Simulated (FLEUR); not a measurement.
**Fixed-spin-moment curve of TiHg with FLEUR**

How stiff is the moment of TiHg, and are there other minima?

Method: PBEsol; all-electron FLAPW, Dirac cores, scalar-relativistic bands, in FLEUR MaX-R8.1.

## 1. Starting point

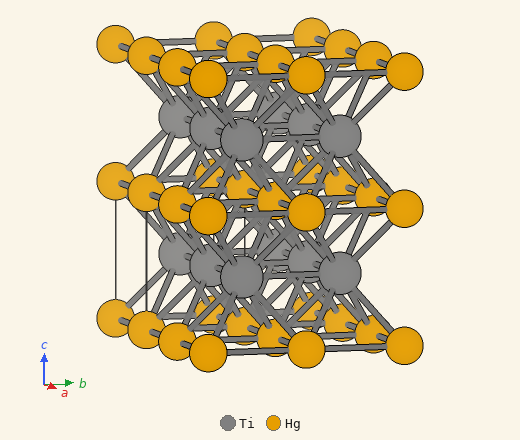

The starting structure, seen slightly off an axis (titanium grey, mercury orange). 3×2×2 cells are drawn. Some periodic images of atoms are drawn too.

## 2. The free run

The free run tells which range of moments is worth scanning.

inpgen writes inp.xml from crystal.txt; cutoffs, mixing, functional, smearing and local orbitals are then set in the file. The k list default-1 (kpts.xml, not shown) is a Γ-centred 10×10×10 mesh; where the ranks do not divide the number of points, some are split in two of half the weight.

File inp.xml:

```
<?xml version="1.0" encoding="UTF-8" standalone="no"?>
<fleurInput fleurInputVersion="0.39">
   <comment>
      TiHg
   </comment>
   <calculationSetup>
      <cutoffs Kmax="3.6" Gmax="10.8" GmaxXC="10.8" numbands="0"/>
      <scfLoop itmax="90" minDistance="0.00002" maxIterBroyd="15" imix="Anderson" alpha="0.05" precondParam="0.0" spinf="2.0" sdNocoIR="T"/>
      <coreElectrons ctail="T" frcor="F" kcrel="0" coretail_lmax="0"/>
      <xcFunctional name="PBEs" relativisticCorrections="F"/>
      <magnetism jspins="2"/>
      <soc l_soc="F" theta="0.0" phi="0.0" spav="F"/>
      <expertModes spex="0" secvar="F"/>
      <geometryOptimization l_f="F" forcealpha="1.0" forcemix="BFGS" epsdisp="0.00001" epsforce="0.00001"/>
      <ldaU l_linMix="F" mixParam="0.05" spinf="1.0"/>
   </calculationSetup>
   <cell>
      <bzIntegration valenceElectrons="30.0" mode="hist" fermiSmearingEnergy="0.00110248">
         <kPointListSelection listName="default-1"/>
         <xi:include xmlns:xi="http://www.w3.org/2001/XInclude" href="kpts.xml"> </xi:include>
      </bzIntegration>
      <xi:include xmlns:xi="http://www.w3.org/2001/XInclude" href="sym.xml"> </xi:include>
      <bulkLattice scale="1.0">
         <bravaisMatrix>
            <row-1>    5.6861859089213995     0.0000000000000000     0.0000000000000000</row-1>
            <row-2>    0.0000000000000000     5.6861859089213995     0.0000000000000000</row-2>
            <row-3>    0.0000000000000000     0.0000000000000000     7.6363832695086007</row-3>
         </bravaisMatrix>
      </bulkLattice>
   </cell>
   <atomSpecies>
      <species name="Titanium (1.001" element="Ti" atomicNumber="22">
         <mtSphere radius="2.7" gridPoints="893" logIncrement="0.014"/>
         <atomicCutoffs lmax="10" lnonsphr="8"/>
         <electronConfig flipSpins="F">
            <coreConfig>(1s1/2) (2s1/2) (2p1/2) (2p3/2)</coreConfig>
            <valenceConfig>(3s1/2) (3p1/2) (3p3/2) (4s1/2) (3d3/2) (3d5/2)</valenceConfig>
            <stateOccupation state="(3d3/2)" spinUp="0.4" spinDown="0.4"/>
            <stateOccupation state="(3d5/2)" spinUp="1.1005" spinDown="0.0995"/>
         </electronConfig>
         <energyParameters s="4" p="4" d="3" f="4"/>
         <lo type="SCLO" l="0" n="3" eDeriv="0"/>
         <lo type="SCLO" l="1" n="3" eDeriv="0"/>
      </species>
      <species name="Mercury (Hg)" element="Hg" atomicNumber="80">
         <mtSphere radius="2.7" gridPoints="893" logIncrement="0.015"/>
         <atomicCutoffs lmax="10" lnonsphr="8"/>
         <electronConfig flipSpins="F">
            <coreConfig>(1s1/2) (2s1/2) (2p1/2) (2p3/2) (3s1/2) (3p1/2) (3p3/2) (4s1/2) (3d3/2) (3d5/2) (4p1/2) (4p3/2) (5s1/2) (4d3/2) (4d5/2) (4f5/2) (4f7/2)</coreConfig>
            <valenceConfig>(5p1/2) (5p3/2) (6s1/2) (5d3/2) (5d5/2)</valenceConfig>
         </electronConfig>
         <energyParameters s="6" p="6" d="5" f="5"/>
         <lo type="SCLO" l="1" n="5" eDeriv="0"/>
      </species>
   </atomSpecies>
   <atomGroups>
      <atomGroup species="Titanium (1.001">
         <relPos label="                   1">1.000/2.000 1.000/2.000 1.000/2.000</relPos>
         <force calculate="T" relaxXYZ="TTT"/>
      </atomGroup>
      <atomGroup species="Mercury (Hg)">
         <relPos label="                   2">.0000000000 .0000000000 .0000000000</relPos>
         <force calculate="T" relaxXYZ="TTT"/>
      </atomGroup>
   </atomGroups>
   <output dos="F" band="F" slice="F">
      <bandDOS minEnergy="-.5*Htr" maxEnergy="0.5*Htr" sigma="0.015" storeEVData="T"/>
      <plotting iplot="0" polar="F">
         <plot TwoD="T" vec1="  1.0  0.0  0.0" vec2="  0.0  1.0  0.0" vec3="  0.0  0.0  1.0" zero="  0.0  0.0  0.0" file="plot"/>
      </plotting>
      <moessbauerParams electricFieldGradient="F" isomerShift="F" coreHyperfine="F" valenceHyperfine="F"/>
   </output>
</fleurInput>
```

File crystal.txt:

```
TiHg
&input film=F cartesian=F /
3.00900000000  0.00000000000  0.00000000000
0.00000000000  3.00900000000  0.00000000000
0.00000000000  0.00000000000  4.04100000000
1.8897261246
1.0 1.0 1.0

2
22 0.50000000000  0.50000000000  0.50000000000 : 1.001
80 0.00000000000  0.00000000000  0.00000000000

&kpt div1=10 div2=10 div3=10 gamma=T /
```

The run is started by

```console
OMP_NUM_THREADS=1 inpgen -f crystal.txt > inpgen.log  # inp.xml is then edited as shown
OMP_NUM_THREADS=1 mpirun -n 2 fleur_MPI > fleur.log
```

The program printed:

```text
Welcome to FLEUR        (www.flapw.de)
      MaX-Release 8.1          (www.max-centre.eu)

 ========== k-point set info ==========
 Selected k-point list: default-1
 k-point list type: mesh
 10 x 10 x 10
 Number of k points: 126

 ------------Calculation Setup---------------------------
 Number of MPI-tasks      :            2
 Number of PE/node        :            2
 Number of OMP-threads    :            1
 k-points in parallel     :            2
 pe's per k-point         :            1
 No of k-point loops      :           63
 Eigenvalue solver        :       lapack
 Number of basis functions:          225
 Approximate size of matrices (H+S) per k-point:         0.001 GB
 --------------------------------------------------------
 Iteration:     1   Distance:      16.07242554 me/bohr^3
 Iteration:     2   Distance:      13.71619712 me/bohr^3
 Iteration:     3   Distance:       7.06541951 me/bohr^3
 Iteration:     4   Distance:       4.99084968 me/bohr^3
 Iteration:     5   Distance:       3.38013099 me/bohr^3
 Iteration:     6   Distance:       1.57850811 me/bohr^3
 Iteration:     7   Distance:       0.87297796 me/bohr^3
 Iteration:     8   Distance:       0.43668853 me/bohr^3
 Iteration:     9   Distance:       0.36037765 me/bohr^3
 Iteration:    10   Distance:       0.17151676 me/bohr^3
[... 12 iterations left out ...]
 Iteration:    23   Distance:       0.00262145 me/bohr^3
 Iteration:    24   Distance:       0.00224710 me/bohr^3
 Iteration:    25   Distance:       0.00045827 me/bohr^3
 Iteration:    26   Distance:       0.00021958 me/bohr^3
 Iteration:    27   Distance:       0.00022553 me/bohr^3
 Iteration:    28   Distance:       0.00003723 me/bohr^3
 Iteration:    29   Distance:       0.00007367 me/bohr^3
 Iteration:    30   Distance:       0.00007248 me/bohr^3
 Iteration:    31   Distance:       0.00002734 me/bohr^3
 Iteration:    32   Distance:       0.00001845 me/bohr^3

 ********************************************************************
 Run finished successfully
 Stop message:
   all done
 ********************************************************************

--- out.xml (last complete iteration) ---
<iteration numberForCurrentRun="   32" overallNumber="   32">
         [... left out ...]
         <bandgap value="0.0056793372" units="eV"/>
         <sumValenceSingleParticleEnergies value="-18.1851178821" units="Htr"/>
         <FermiEnergy value="0.3595740189" units="Htr"/>
         <valenceDensity>
            <mtCharges spin="1">
               <mtCharge atomType="1" total="5.6794580" s="1.1654192" p="3.1751161" d="1.3167031" f="0.0165905"/>
               <mtCharge atomType="2" total="8.5154937" s="0.4550328" p="3.3544778" d="4.6853916" f="0.0163478"/>
            </mtCharges>
            <mtCharges spin="2">
               <mtCharge atomType="1" total="5.2092712" s="1.1585379" p="3.1545972" d="0.8753927" f="0.0155210"/>
               <mtCharge atomType="2" total="8.4948505" s="0.4617559" p="3.3454123" d="4.6714602" f="0.0127951"/>
            </mtCharges>
            <spinDependentCharge spin="1" total="15.2829717" interstitial="1.0880200" mtSpheres="14.1949517"/>
            <spinDependentCharge spin="2" total="14.7170283" interstitial="1.0129066" mtSpheres="13.7041216"/>
            <totalCharge value="30.0000000000"/>
         </valenceDensity>
         [... left out ...]
         <allElectronCharges>
            <spinDependentCharge spin="1" total="51.2829717" interstitial="1.0880784" mtSpheres="50.1948934"/>
            <spinDependentCharge spin="2" total="50.7170283" interstitial="1.0129650" mtSpheres="49.7040633"/>
            <totalCharge value="101.9999999923"/>
         </allElectronCharges>
         <magneticMomentsInMTSpheres units="muBohr">
            <globalMagMoment atomType="1" vec="0.00000   0.00000   0.47019"/>
            <localMagMoment atomType="1" vec="0.00000   0.00000   0.47019"/>
            <globalMagMoment atomType="2" vec="0.00000   0.00000   0.02064"/>
            <localMagMoment atomType="2" vec="0.00000   0.00000   0.02064"/>
         </magneticMomentsInMTSpheres>
         <moessbauerParams unitsHFF="kG" unitsIS="e/bohr^3" unitsEFG="Htr/bohr^2">
         </moessbauerParams>
         <totalEnergy value="   -20509.3015545383" units="Htr">
            <sumOfEigenvalues value="   -12602.5174182883">
               <coreElectrons value="-12584.3323004062"/>
               <valenceElectrons value="-18.1851178821"/>
            </sumOfEigenvalues>
            <densityCoulombPotentialIntegral value="-35604.8800773402"/>
            <densityEffectivePotentialIntegral value="-36143.9634795662"/>
            <chargeDenXCDenIntegral value="-409.5105550506"/>
            <FockExchangeEnergyValence value="0.0000000000"/>
            <FockExchangeEnergyCore value="0.0000000000"/>
            <atomTypeDependentContributions atomType="1">
               <electronNucleiInteractionDifferentMTs value="1012.2975744071"/>
               <MadelungTerm value="-8.4277434544"/>
            </atomTypeDependentContributions>
            <atomTypeDependentContributions atomType="2">
               <electronNucleiInteractionDifferentMTs value="24788.6966211637"/>
               <MadelungTerm value="-29.3750830702"/>
            </atomTypeDependentContributions>
            <tkbTimesEntropy value="0.0002771750"/>
            <freeEnergy value="-20509.3018317133"/>
            <extrapolationTo0K value="-20509.3016931258"/>
         </totalEnergy>
         <densityConvergence units="me/bohr^3">
            <chargeDensity spin="1" distance="0.0000096973"/>
            <chargeDensity spin="2" distance="0.0000139653"/>
            <overallChargeDensity distance="0.0000154214"/>
            <spinDensity distance="0.0000184476"/>
         </densityConvergence>
      </iteration>
```

Wall time 78 s (2 MPI ranks of Arm Neoverse V2, shared host); peak memory 0.18 GiB.

Spin moment in the muffin-tin sphere by atom:

```
atom  spin moment in the muffin-tin sphere (μB)
 Ti1                                      0.470
 Hg2                                      0.021
```

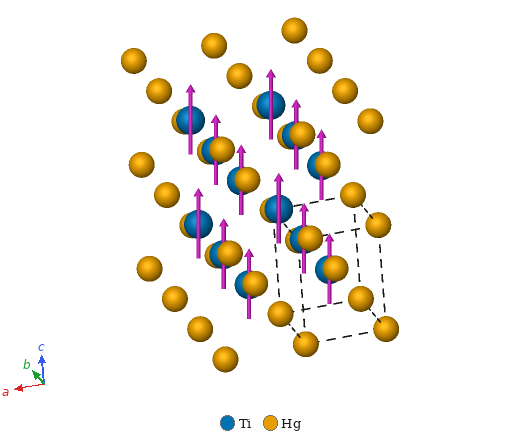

Spin moment in the muffin-tin sphere as arrows, the longest 0.470 μB. Up and down stand for the sign. Arrows give size and sign along the axis of quantisation, drawn up and down the page. 2×3×2 cells are drawn. Some periodic images of atoms are drawn too.

This step gave:

| Item | Value |
| --- | --- |
| free energy | -558086.5338 eV |
| program's band gap on this mesh (in a metal only a level spacing) | 0.005679 eV |
| magnetization | 0.5659 μB |
| final state | ferromagnetic |

After 32 cycles the largest moment stands at 0.470 μB.

## 3. No spin polarisation

Changes to inp.xml since step 2:

```diff
@@ -10,3 +10,3 @@
       <xcFunctional name="PBEs" relativisticCorrections="F"/>
-      <magnetism jspins="2"/>
+      <magnetism jspins="1"/>
       <soc l_soc="F" theta="0.0" phi="0.0" spav="F"/>
@@ -31,3 +31,3 @@
    <atomSpecies>
-      <species name="Titanium (1.001" element="Ti" atomicNumber="22">
+      <species name="Titanium (Ti)" element="Ti" atomicNumber="22">
          <mtSphere radius="2.7" gridPoints="893" logIncrement="0.014"/>
@@ -37,4 +37,4 @@
             <valenceConfig>(3s1/2) (3p1/2) (3p3/2) (4s1/2) (3d3/2) (3d5/2)</valenceConfig>
-            <stateOccupation state="(3d3/2)" spinUp="0.4" spinDown="0.4"/>
-            <stateOccupation state="(3d5/2)" spinUp="1.1005" spinDown="0.0995"/>
+            <stateOccupation state="(3d3/2)" spinUp="0.400000" spinDown="0.400000"/>
+            <stateOccupation state="(3d5/2)" spinUp="0.600000" spinDown="0.600000"/>
          </electronConfig>
@@ -56,3 +56,3 @@
    <atomGroups>
-      <atomGroup species="Titanium (1.001">
+      <atomGroup species="Titanium (Ti)">
          <relPos label="                   1">1.000/2.000 1.000/2.000 1.000/2.000</relPos>
```

Changes to crystal.txt since step 2:

```diff
@@ -9,3 +9,3 @@
 2
-22 0.50000000000  0.50000000000  0.50000000000 : 1.001
+22 0.50000000000  0.50000000000  0.50000000000
 80 0.00000000000  0.00000000000  0.00000000000
```

The program printed:

```text
[banner, memory and clock lines left out]
Welcome to FLEUR        (www.flapw.de)
      MaX-Release 8.1          (www.max-centre.eu)

 ========== k-point set info ==========
 Selected k-point list: default-1
 k-point list type: mesh
 10 x 10 x 10
 Number of k points: 126

 [... set-up left out ...]
 Iteration:     1   Distance:      17.50126228 me/bohr^3
 Iteration:     2   Distance:      15.02822561 me/bohr^3
 Iteration:     3   Distance:       7.55143079 me/bohr^3
 Iteration:     4   Distance:       4.98362517 me/bohr^3
 Iteration:     5   Distance:       3.58452867 me/bohr^3
 Iteration:     6   Distance:       1.36721813 me/bohr^3
 Iteration:     7   Distance:       0.86618887 me/bohr^3
 Iteration:     8   Distance:       0.20375292 me/bohr^3
[... lines left out ...]
 Iteration:    13   Distance:       0.00332720 me/bohr^3
 Iteration:    14   Distance:       0.00020959 me/bohr^3
 Iteration:    15   Distance:       0.00006758 me/bohr^3
 Iteration:    16   Distance:       0.00005914 me/bohr^3
 Iteration:    17   Distance:       0.00002693 me/bohr^3
 Iteration:    18   Distance:       0.00000934 me/bohr^3

 ********************************************************************
 Run finished successfully
 Stop message:
   all done
 ********************************************************************

--- out.xml (last complete iteration) ---
<iteration numberForCurrentRun="   18" overallNumber="   18">
         [... left out ...]
         <bandgap value="0.0039036232" units="eV"/>
         <sumValenceSingleParticleEnergies value="-18.1920488342" units="Htr"/>
         <FermiEnergy value="0.3573245171" units="Htr"/>
         [... left out ...]
         <totalEnergy value="   -20509.3011388660" units="Htr">
            <sumOfEigenvalues value="   -12602.5734263916">
               <coreElectrons value="-12584.3813775574"/>
               <valenceElectrons value="-18.1920488342"/>
            </sumOfEigenvalues>
         [... left out ...]
            <freeEnergy value="-20509.3015062132"/>
            <extrapolationTo0K value="-20509.3013225396"/>
         </totalEnergy>
         <densityConvergence units="me/bohr^3">
            <chargeDensity spin="1" distance="0.0000093399"/>
         </densityConvergence>
      </iteration>
```

Elapsed: 26 s, on 2 MPI ranks; peak memory 0.15 GiB.

This step gave:

```
free energy                                                       : -558086.5249 eV
program's band gap on this mesh (in a metal only a level spacing) : 0.003904 eV
final state                                                       : non-magnetic (no spin polarisation)
```

Its energy lies +8.9 meV a cell from the free run's.

## 4. Moment fixed at 0.583 μB

Two Fermi energies hold the total moment; the run starts from the free run's density.

Changes to inp.xml since step 3:

```diff
@@ -10,3 +10,3 @@
       <xcFunctional name="PBEs" relativisticCorrections="F"/>
-      <magnetism jspins="1"/>
+      <magnetism jspins="2" fixed_moment="0.583"/>
       <soc l_soc="F" theta="0.0" phi="0.0" spav="F"/>
@@ -31,3 +31,3 @@
    <atomSpecies>
-      <species name="Titanium (Ti)" element="Ti" atomicNumber="22">
+      <species name="Titanium (1.001" element="Ti" atomicNumber="22">
          <mtSphere radius="2.7" gridPoints="893" logIncrement="0.014"/>
@@ -37,4 +37,4 @@
             <valenceConfig>(3s1/2) (3p1/2) (3p3/2) (4s1/2) (3d3/2) (3d5/2)</valenceConfig>
-            <stateOccupation state="(3d3/2)" spinUp="0.400000" spinDown="0.400000"/>
-            <stateOccupation state="(3d5/2)" spinUp="0.600000" spinDown="0.600000"/>
+            <stateOccupation state="(3d3/2)" spinUp="0.4" spinDown="0.4"/>
+            <stateOccupation state="(3d5/2)" spinUp="1.1005" spinDown="0.0995"/>
          </electronConfig>
@@ -56,3 +56,3 @@
    <atomGroups>
-      <atomGroup species="Titanium (Ti)">
+      <atomGroup species="Titanium (1.001">
          <relPos label="                   1">1.000/2.000 1.000/2.000 1.000/2.000</relPos>
```

The run is started by

```console
OMP_NUM_THREADS=1 mpirun -n 2 fleur_MPI > fleur.log
```

The program printed:

```text
[banner, memory and clock lines left out]
Welcome to FLEUR        (www.flapw.de)
      MaX-Release 8.1          (www.max-centre.eu)

 ========== k-point set info ==========
 Selected k-point list: default-1
 k-point list type: mesh
 10 x 10 x 10
 Number of k points: 126

 [... set-up left out ...]
 Iteration:     1   Distance:       0.15112222 me/bohr^3
 Iteration:     2   Distance:       0.14435648 me/bohr^3
 Iteration:     3   Distance:       0.01987552 me/bohr^3
 Iteration:     4   Distance:       0.01037467 me/bohr^3
 Iteration:     5   Distance:       0.00670587 me/bohr^3
 Iteration:     6   Distance:       0.00663159 me/bohr^3
 Iteration:     7   Distance:       0.00212195 me/bohr^3
 Iteration:     8   Distance:       0.00110928 me/bohr^3
 Iteration:     9   Distance:       0.00091549 me/bohr^3
 Iteration:    10   Distance:       0.00038107 me/bohr^3
 Iteration:    11   Distance:       0.00010467 me/bohr^3
 Iteration:    12   Distance:       0.00006069 me/bohr^3
 Iteration:    13   Distance:       0.00005777 me/bohr^3
 Iteration:    14   Distance:       0.00000786 me/bohr^3

 ********************************************************************
 Run finished successfully
 Stop message:
   all done
 ********************************************************************

--- out.xml (last complete iteration) ---
<iteration numberForCurrentRun="   14" overallNumber="   46">
         [... left out ...]
         <bandgap value="0.0066112356" units="eV"/>
         <sumValenceSingleParticleEnergies value="-9.0324988313" units="Htr"/>
         <bandgap value="0.0069327520" units="eV"/>
         <sumValenceSingleParticleEnergies value="-18.1846621012" units="Htr"/>
         <FermiEnergy value="0.3596294087" units="Htr"/>
         <FixedTotalMoment fermiEnergyUp="0.3597725188" fermiEnergyDown="0.3596294087" units="Htr"/>
         [... left out ...]
         <magneticMomentsInMTSpheres units="muBohr">
            <globalMagMoment atomType="1" vec="0.00000   0.00000   0.48429"/>
            <globalMagMoment atomType="2" vec="0.00000   0.00000   0.02131"/>
         </magneticMomentsInMTSpheres>
         [... left out ...]
         <totalEnergy value="   -20509.3015529839" units="Htr">
            <sumOfEigenvalues value="   -12602.5147761642">
               <coreElectrons value="-12584.3301140630"/>
               <valenceElectrons value="-18.1846621012"/>
            </sumOfEigenvalues>
         [... left out ...]
            <freeEnergy value="-20509.3018318104"/>
            <extrapolationTo0K value="-20509.3016923972"/>
         </totalEnergy>
         <densityConvergence units="me/bohr^3">
            <chargeDensity spin="1" distance="0.0000021874"/>
            <chargeDensity spin="2" distance="0.0000059464"/>
            <overallChargeDensity distance="0.0000043059"/>
            <spinDensity distance="0.0000078581"/>
         </densityConvergence>
      </iteration>
```

It took 34 s on 2 MPI ranks; peak memory 0.13 GiB; 68 s of CPU time.

Read from the output:

```yaml
magnetization: 0.583 μB
```

Its energy lies -0.0 meV a cell from the free run's.

[end of part 1 of 2]

[Logs and program files are shortened in this print: banners, set-up blocks, solver, clock and traceback lines can be left out without a mark of their own.]

[Logs are printed without paths, hosts, clocks, repeated set-up lines and the standing remarks that a program may print on its own settings, such as how far it seeks lower states.]

[Hosts, paths, dates, database ids (printed as entryN), source tags and the programs' standing remarks are cut or masked in the printed files.]

[Where a cell is said to come from a database of computed structures, the database is the Materials Project.]
